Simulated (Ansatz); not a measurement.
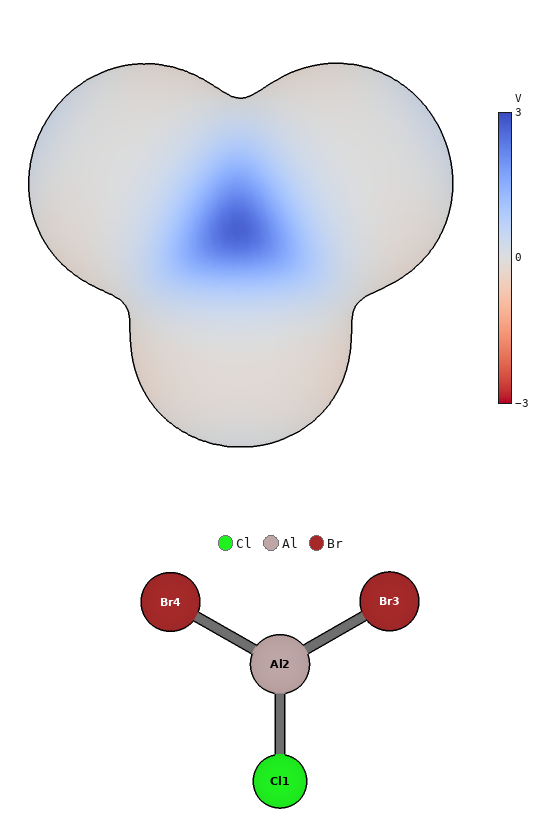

Figure. AlBr2Cl. The electrostatic potential painted on the density surface at 0.001 e/bohr³, seen across its widest extent; the colour scale runs from red (negative) to blue (positive). The bare structure is drawn below in the same view.

Geometry: PBE0-D4/def2-TZVP.

Method: RKS PBE0-D4/def2-TZVPP (Ansatz).

```
atom    x (Å)    y (Å)    z (Å)
  Cl  -0.0503   0.4894   2.0401
  Al   0.0126  -0.0067   0.0294
  Br   1.1558  -1.7993  -0.6332
  Br  -1.0626   1.2562  -1.4566
```

Question: Where is the surface potential most negative and most positive?

Answer: The most negative region (about −0.2 V) lies over Cl1, the most positive (about +2.6 V) over Al2.
